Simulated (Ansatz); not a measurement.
# CH3FO (SMILES OCF): BHLYP/aug-cc-pVDZ

What is the electronic atomisation energy of CH3FO at BHLYP/aug-cc-pVDZ? 

The calculation is run with Ansatz 0.2.0.

42 further runs of the same task are left out: 42 set aside as unsound or not needed. Runs told in other sessions of the task aren't counted.

## (1) The system as given

CH3FO: 6 atoms, total charge 0, spin state singlet. As SMILES, `OCF`. The coordinates come from a PBE0-D4/def2-TZVP relaxation. This is one conformer, not always the lowest.

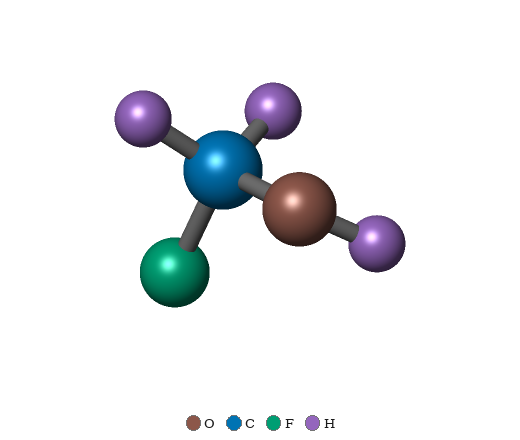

Viewed from a chosen angle; oxygen brown, carbon blue, fluorine teal, hydrogen purple.

## (2) The energy at BHLYP/aug-cc-pVDZ

File in.yaml:

```yaml
crystal:
  periodic: [false, false, false]
  atoms:
    - symbol: O
      position_ang: [-0.794000, -0.697200, -0.247400]
    - symbol: C
      position_ang: [0.250200, 0.049000, 0.230800]
    - symbol: F
      position_ang: [-0.094100, 1.383200, 0.323800]
    - symbol: H
      position_ang: [-0.928700, -0.495100, -1.178000]
    - symbol: H
      position_ang: [1.136800, 0.004900, -0.412500]
    - symbol: H
      position_ang: [0.472100, -0.308800, 1.237300]
basis:
  gaussian:
    orbitals: aug-cc-pVDZ
hamiltonian:
  xc: {name: BHLYP}
accuracy: high
output: {orbitals: {seedname: orbitals}}
```

Started as:

```bash
$ ansatz run in.yaml --threads 1 --pin off --max-ram 2610MiB --events-out events.jsonl --progress --plain --runs-dir runs
```

Log:

```text
Warning: RAYON_NUM_THREADS=1 ignored (pool sized by the plan → 1); use --threads N
Functional definition: BHLYP
  name "BHLYP"
  parameter a = 0.5
  exchange = (1 - a)*b88_x + a*exact_x
  correlation = lyp_c
1952 factors; integrals over basis functions are off by at most 3.1e-9 eV
mean field evaluation 1: about -5845.0310 eV, gradient 4.0e1 eV
mean field evaluation 2: about -5844.8467 eV, gradient 4.2e1 eV
mean field evaluation 4: about -5847.7708 eV, gradient 1.4e0 eV
mean field evaluation 8: about -5847.7733 eV, gradient 1.4e-2 eV
mean field evaluation 16: about -5847.7733 eV, gradient 5.2e-7 eV
mean field -5847.77325499 eV, -214.9017033579 hartree, gradient 2.6e-8 eV, S^2 0.000000; 0 other end points of the search recorded, 0 dependent functions left out
reference -5847.77328193 eV, -214.9017043480 hartree; 13, 13 occupied and 83, 83 virtual orbitals, 1952 factors
Total energy: -5847.77328193 eV, -214.9017043480 hartree
```

Run time: 6.3 s. Hardware: 1 thread of Arm Neoverse V2, shared host; peak memory 0.26 GiB.

## (3) The C atom at the same level

File job.yaml:

```yaml
basis:
  gaussian: {orbitals: aug-cc-pVDZ}
crystal:
  periodic: [false, false, false]
  atoms:
    - symbol: C
      position_ang: [0.000000, 0.000000, 0.000000]
magnetization: {spin_polarized: true, initial_magnetization: 2}
hamiltonian: {xc: {name: BHLYP}}
accuracy: high
```

Run the same way, it converges to -37.84287 Eh (log not shown).

## (4) The F atom, same level

File in.yaml:

```yaml
basis:
  gaussian:
    orbitals: aug-cc-pVDZ
crystal:
  periodic: [false, false, false]
  atoms:
    - {symbol: F, position_ang: [0.000000, 0.000000, 0.000000]}
magnetization:
  spin_polarized: true
  initial_magnetization: 1
hamiltonian:
  xc: {name: BHLYP}
accuracy: high
```

Run the same way, it converges to -99.71439 Eh (log not shown).

## (5) The H atom, same level

File input.yaml:

```yaml
crystal:
  periodic: [false, false, false]
  atoms:
    - {symbol: H, position_ang: [0.000000, 0.000000, 0.000000]}
basis:
  gaussian:
    orbitals: aug-cc-pVDZ
magnetization:
  spin_polarized: true
  initial_magnetization: 1
accuracy: high
hamiltonian:
  xc: {name: BHLYP}
```

Run the same way, it converges to -0.49808 Eh (log not shown).

## (6) The O atom, same level

File job.yaml:

```yaml
crystal:
  periodic: [false, false, false]
  atoms:
    - {symbol: O, position_ang: [0.000000, 0.000000, 0.000000]}
basis:
  gaussian:
    orbitals: aug-cc-pVDZ
magnetization:
  spin_polarized: true
  initial_magnetization: 2
hamiltonian:
  xc: {name: BHLYP}
accuracy: high
```

Run the same way, it converges to -75.05843 Eh (log not shown).

## (7) Results

Level: BHLYP/aug-cc-pVDZ.

```
                     quantity          value
       molecule: total energy  -214.90170 Eh
        molecule: HOMO energy      -10.89 eV
        molecule: LUMO energy        0.09 eV
      molecule: HOMO–LUMO gap       10.98 eV
         C atom: total energy   -37.84287 Eh
                 C atom: ⟨S²⟩          2.005
         F atom: total energy   -99.71439 Eh
                 F atom: ⟨S²⟩          0.752
         H atom: total energy    -0.49808 Eh
                 H atom: ⟨S²⟩          0.750
         O atom: total energy   -75.05843 Eh
                 O atom: ⟨S²⟩          2.005
electronic atomisation energy      21.545 eV
```

What this shows: Taking the molecule apart into free atoms costs 21.55 eV (497 kcal/mol), before zero-point energy and without spin-orbit coupling.
